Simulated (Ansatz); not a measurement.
## Converging the k-point mesh at a smearing width of 0.3 eV: Ni₃Ge (P4mm, 4 atoms in the cell)

```
CELL_PARAMETERS angstrom
      3.54092     0.00000     0.00000
      0.00000     3.54092     0.00000
      0.00000     0.00000     3.54092
ATOMIC_POSITIONS crystal
  Ni 0.50000 0.00000 0.50000
  Ni 0.01412 0.50000 0.50000
  Ni 0.50000 0.50000 0.00000
  Ge 0.00000 0.00000 0.00000
```

Computed with PBEsol, default PAW files made with PBE (plane waves; Ansatz, a program for electronic structure).

Base settings: basis.ecutwfc = 30.9 Ry; kpoints.mp_grid.grid = 9 9 9; hamiltonian.xc = pbesol; hamiltonian.pseudopotentials = {kind: paw} (the program's default PAW files); scf.occupations.method = gaussian; scf.occupations.width = 0.0073 Ry.

In this ladder: scf.occupations.width = 0.022 Ry.

Only quantities that move along the ladder and can be compared are tabulated.

The count of work is k-points × plane waves × bands × iterations; it is no time. 

The starting cell comes from a database of computed structures (which also holds hypothetical and non-ambient phases and stackings), without a prior relaxation at this level. Its lattice was rescaled by up to half a per cent. One atom was moved a little off its site on purpose. Spin polarisation is off. Ansatz's pressure includes its estimate of the finite-basis (Pulay) stress.

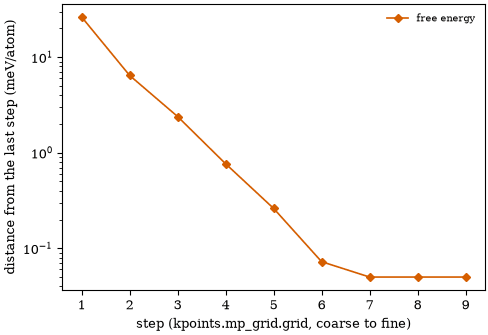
*Distance from the last step along the ladder; very small values are drawn at a floor.*

```csv
kpoints.mp_grid.grid,free energy less the last step's (meV/atom),pressure (GPa),largest difference of a force vector from the last step's (eV/Å),count of work / last
3 3 3,26.32,-1.26,0.016,0.0064
4 4 4,-6.44,-2.46,0.005,0.019
5 5 5,-2.39,-2.56,0.004,0.019
6 6 6,0.77,-2.48,0.002,0.043
7 7 7,-0.26,-2.56,0.000,0.043
8 8 8,-0.07,-2.55,0.000,0.080
10 10 10,-0.01,-2.56,0.000,0.13
12 12 12,0.01,-2.56,0.000,0.21
18 18 18,0.00,-2.56,0.000,0.59
22 22 22,0.00,-2.56,0.000,1.0
```

Coarsest kpoints.mp_grid.grid that holds the free energy within 2 meV/atom of the last step, with all finer ones: 6 6 6, at 0.043 of the last step's count of work; the step before is off by 2.4 meV/atom.

Coarsest kpoints.mp_grid.grid that holds the pressure within 0.05 GPa of the last step, with all finer ones: 7 7 7, at 0.043 of the last step's count of work; the step before is off by 0.07 GPa.

Coarsest kpoints.mp_grid.grid that holds the forces within 0.01 eV/Å of the last step, with all finer ones: 4 4 4, at 0.019 of the last step's count of work; the step before is off by 0.016 eV/Å.

Keys are those of Ansatz 0.2.
